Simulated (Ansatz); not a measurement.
**AlGaH₃O (SMILES [O]1[AlH2-][GaH]1) (charge −1): density, localisation and related maps**

The calculation's input:

```
crystal:
  periodic: [false, false, false]
  atoms:
    - {symbol: Al, position_ang: [-1.247133, -0.978539, 0.665342]}
    - {symbol: Ga, position_ang: [0.674694, 0.129165, -0.538220]}
    - {symbol: O, position_ang: [-1.229232, 0.010240, -0.816824]}
    - {symbol: H, position_ang: [-1.458963, -2.595795, 0.584422]}
    - {symbol: H, position_ang: [-1.815407, -0.365250, 2.068153]}
    - {symbol: H, position_ang: [1.249900, 1.050612, -1.785281]}
basis:
  gaussian: {orbitals: def2-TZVPD}
output: {forces: true, orbitals: {seedname: orbitals}}
total_charge: -1
hamiltonian: {xc: pbe0}
```

Launched as:

```sh
ansatz run input.yaml --threads 2 --pin off --max-ram 4350MiB --events-out events.jsonl --progress --plain --runs-dir runs
```

Geometry: PBE-D3(BJ)/def2-SVPD.

Level of theory: isolated molecule in a Gaussian basis; Kohn-Sham density functional theory, functional PBE0 in Ansatz 0.2.0.

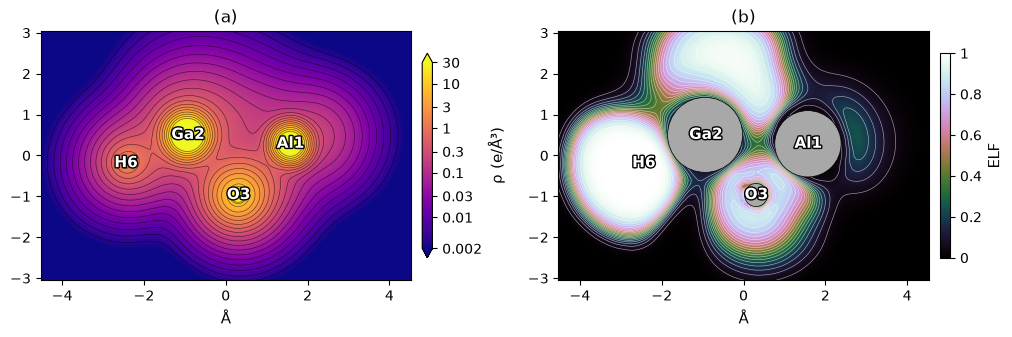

Figure 1. (a) total electron density; (b) electron localisation function on the plane of atoms Al1, O3 and Ga2. Grey discs cover the atomic cores in the ELF map.

Interpret the plot.

- The section cuts through Al, Ga, O and H sites.
- Al–O (1.78 Å): ρ is about 0.79 e/Å³ halfway; the ELF peaks at about 0.85 in the valence shell of O, 0.6 Å from its nucleus, and is about 0.55 at the midpoint.
- Ga–O (1.93 Å): the density is about 0.67 e/Å³ at the midpoint; the ELF peaks at about 0.80 in the valence shell of O, 0.6 Å from its nucleus, and is about 0.25 at the midpoint.
- Al–Ga (2.52 Å): ρ is about 0.31 e/Å³ halfway, with its minimum of 0.28 e/Å³ about 0.9 Å from Al; the ELF is about 0.35 at the midpoint.
- Ga–H (1.65 Å): the density is about 0.78 e/Å³ at the midpoint; the ELF climbs to about 1 towards the hydrogen.
- The ELF also peaks beside O3, away from the bonds: lone-pair regions.

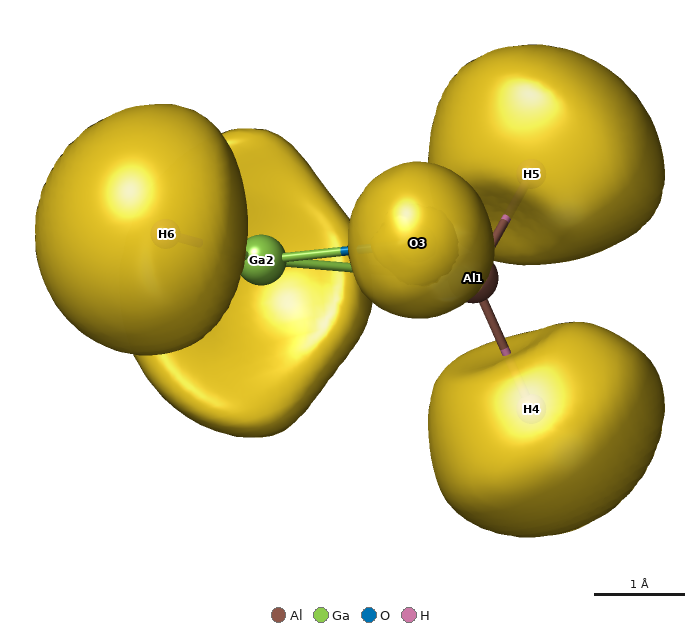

Figure 2. Isosurface of the ELF at 0.75 (yellow), seen at a tilt. Core shells and regions of very low density are left out.

Where are the electrons localised?

At this value the surface marks out three regions around hydrogen nuclei, one lobe on Ga, pointing away from the bonds (lone pairs) and one region wrapped around O (its valence shell).

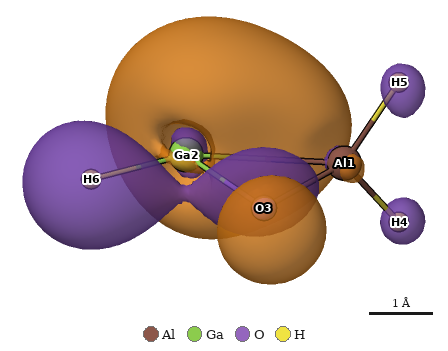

Figure 3. The HOMO at ±0.08 Å⁻³ᐟ² (orange and purple are the two phases), seen at a tilt.

Describe this orbital and give its energy.

Its weight (Hirshfeld) is mainly on Ga2 (about 50 %), O3 (about 20 %), Al1 (about 15 %) and H6 (about 10 %). Its energy is −0.74 eV.
